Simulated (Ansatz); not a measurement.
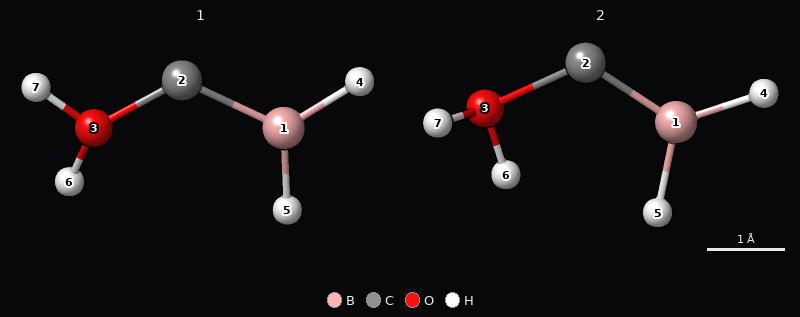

Two geometries of CH$_{4}$BO (multiplicity 2), drawn at one scale. One is the start of a relaxation, the other its converged end. A ball-and-stick model, seen at a tilt.

Method: UKS PBE-D4/def2-SVP in Ansatz. Settings: force threshold 0.03 eV/Å; at most 250 steps.

Q: Which of the two is the end point?

A: Structure 2 is the relaxed one. It is one of the separated reactants of a reaction. After 10 geometry steps the energy has fallen by 79.0 kJ/mol. The largest force component goes from 4.2 to 0.016 eV/Å. H7 moves most after the best rigid fit: 0.51 Å. Largest moves by element: H 0.51 Å, O 0.38 Å, C 0.24 Å, B 0.12 Å. Near-neighbour distances that change, for instance: C2–O3 1.339 → 1.566 Å, B1–H5 1.195 → 1.244 Å, B1–C2 1.504 → 1.468 Å, O3–H6 0.970 → 0.994 Å. Bond angles that change, for instance: C2–O3–H6 138.4° → 105.2°, B1–C2–O3 121.4° → 111.7°, C2–B1–H4 118.3° → 124.7°.
